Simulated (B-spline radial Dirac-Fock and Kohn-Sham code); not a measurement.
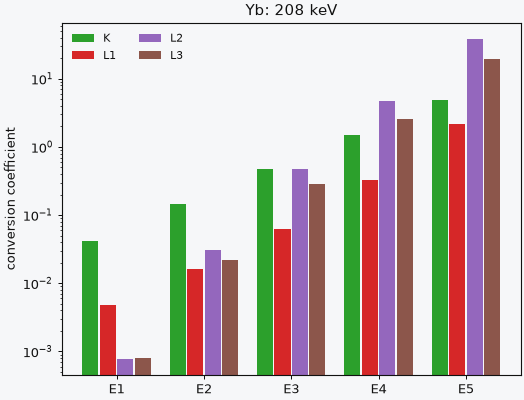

Internal conversion coefficients by shell for electric multipoles at a transition energy of 208 keV (K and L shells). It refers to ytterbium (Z = 70). The calculation used a Dirac–Hartree–Slater potential of the neutral atom, no hole, surface-current nucleus (a radial B-spline solver).

Which of the shells shown converts most for E2?

Answer. K, with α = 0.147 out of 0.216 for those shown.
